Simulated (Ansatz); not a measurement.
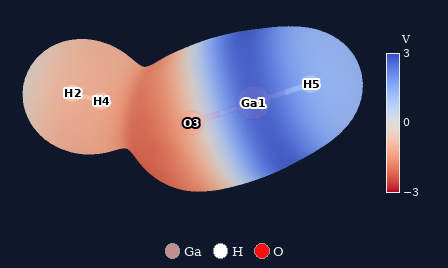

Figure 1: GaHO···H$_{2}$. The electrostatic potential painted on the density surface at 0.002 e/bohr³, seen at a tilt; red is negative and blue positive.

The product side of a reaction path; geometry: PBE0-D4/def2-TZVP.

Method: RKS PBE0-D4/def2-TZVPP (Ansatz 0.2.0).

```xyz
5

Ga    0.4980    0.4645    1.5874
H    -0.9275   -0.7260   -2.6539
O     0.5145   -0.2277    0.1015
H    -0.5699   -0.6177   -2.0037
H     0.4848    1.1069    2.9687
```

Q: Which sites attract a positive test charge, and which a negative one?

A: A positive charge is drawn to the negative regions and a negative charge to the positive ones. The most negative region (about −2.2 V) lies over O3, the most positive (about +2.7 V) over Ga1. O3 is the likeliest acceptor of a hydrogen bond.
